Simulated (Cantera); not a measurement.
Input: 1 mol Si3N4, 0.0031 mol Si, 0.031 mol N2, at 28.0 mbar.

These are equilibrium values from Cantera (NASA tables, ideal gas, pure condensed phases), not measurements of a reactor. Candidate condensed phases: Si, Si3N4; 7 gas species. The tables' values for SiN are old estimates; treat these amounts as uncertain. Equilibrium is a limit: real reactors are often held back by kinetics, nucleation or transport.

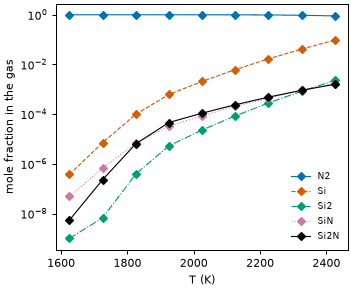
Equilibrium gas composition (values under 1e-9 drawn at 1e-9)

Read off the mole fractions at 1925 K.

N2 about 1.00, Si about 0.00062, Si2N about 4.6e-5, SiN about 3.3e-5, Si2 about 5.3e-6.
